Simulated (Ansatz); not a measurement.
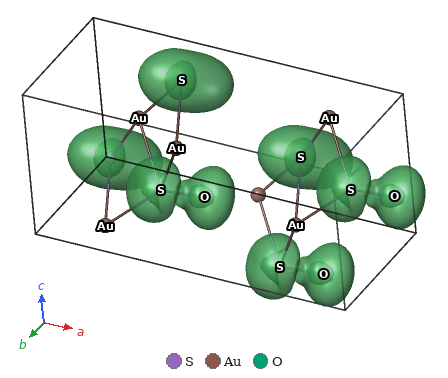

Figure. Au2S2O. Isosurface of the ELF at 0.7 (green), seen at an oblique angle. Only the valence region is drawn (cores and ρ < 0.01 e/Å³ removed). Sticks mark near contacts.

Space group Cm; a structure from a database of computed crystals, not necessarily the ambient phase; a generated structure, not necessarily the stable one.

Level of theory: DFT PBE, scalar-relativistic, plane waves, PAW in Ansatz.

In a PAW calculation such maps are meaningful between the atoms, not at the nuclei.

```
CELL_PARAMETERS angstrom
-10.40521 0.00000 -0.82983
0.00000 5.03118 0.00000
0.82317 0.00000 -4.78879
ATOMIC_POSITIONS crystal
S 0.77226 0.50000 0.69766
S 0.27226 0.00000 0.69766
S 0.79809 0.00000 0.20104
S 0.29809 0.50000 0.20104
Au 0.74864 0.00000 0.69170
Au 0.24864 0.50000 0.69170
Au 0.73330 0.50000 0.18953
Au 0.23330 0.00000 0.18953
O 0.94278 0.00000 0.23107
O 0.44278 0.50000 0.23107
```

> Identify the bonds, lone pairs and shells in this picture.

The surface consists of two regions on O in which the atom's valence shell and bonds are merged and four regions wrapped around S (the valence shell of each), counted in one cell of 10 atoms. Any copies at cell faces, edges or corners count once.

Values along the shortest contacts:
S–O (1.50 Å): the ELF peaks at about 0.80 between the atoms. Au–S (2.46 Å): the ELF peaks at about 0.80 in the valence shell of S, 0.8 Å from its nucleus, and drops to about 0.25 between the two atoms.
